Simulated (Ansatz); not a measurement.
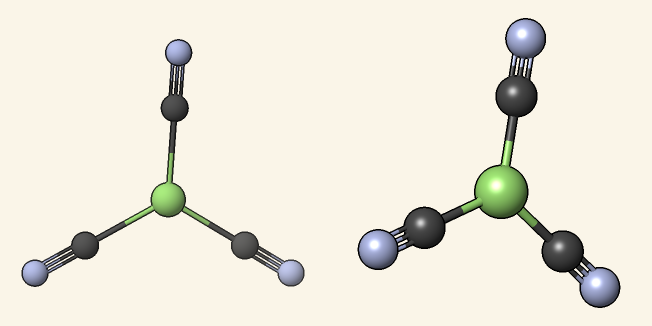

The same structure drawn twice, from different directions. Colours: nitrogen light blue, carbon dark grey, gallium green.

Computed geometry: PBE0-D4/def2-TZVP optimisation.

**What is the molecular formula?**

C₃GaN₃, 7 atoms: 3 carbon, 1 gallium and 3 nitrogen.

**Write the SMILES.**

N#[C][Ga]([C]#N)[C]#N
